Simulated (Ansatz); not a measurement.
# Response to strain in InSb

The parent structure is InSb in the zinc blende structure (space group F-43m, No. 216; a = 6.635 Å).

Strains are applied to the cell and any free atomic positions relax.

All numbers come from PBE in Ansatz (plane waves to 420 eV, PAW, scalar-relativistic without spin-orbit coupling), earlier PAW set.

Notes on the quantities. energy relative to the base: free energy F.

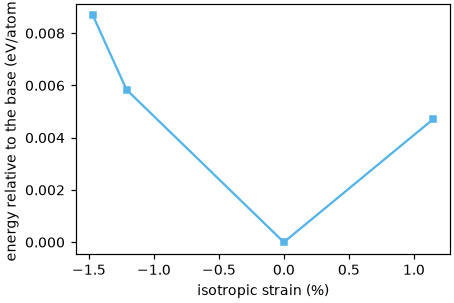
Fig. 1. Energy relative to the base against isotropic strain

```
isotropic strain (%)  energy relative to the base
--------------------  ---------------------------
-1.47                               +8.7 meV/atom
-1.21                               +5.8 meV/atom
1.15                                +4.7 meV/atom
```

Stability against distortions was not tested. All final runs are without spin polarisation.

Ansatz is an electronic-structure program.
